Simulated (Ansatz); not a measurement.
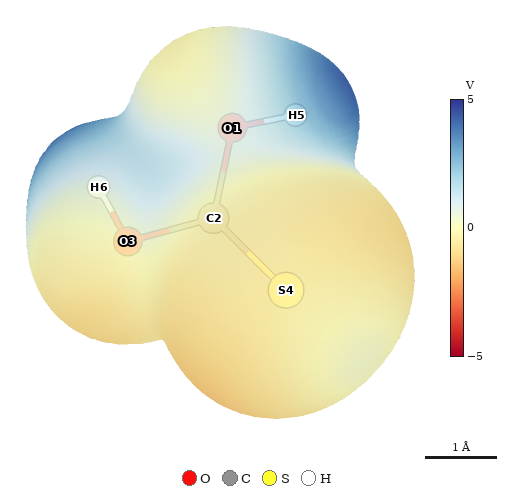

Figure 1: CH$_{2}$O$_{2}$S. The molecular electrostatic potential painted on the density surface at 0.004 e/bohr³, seen at a tilt; the colour scale runs from red (negative) to blue (positive).

Geometry: PBE0-D4/def2-TZVP.

All numbers below come from RKS PBE0-D4/def2-TZVPP (Ansatz).

```xyz
6

O     0.7816    0.4774   -0.5005
C    -0.3081   -0.1239   -0.0163
O    -0.0986   -0.5493    1.2154
S    -1.7046   -0.3104   -0.8279
H     0.5679    0.7650   -1.3981
H     0.8039   -0.3230    1.4813
```

> Describe the electrostatic potential map.

The most negative region (about −1.3 V, or −30 kcal/mol for a unit charge) lies over S4, the most positive (about +4.3 V, or +99 kcal/mol for a unit charge) over H5 and H6.
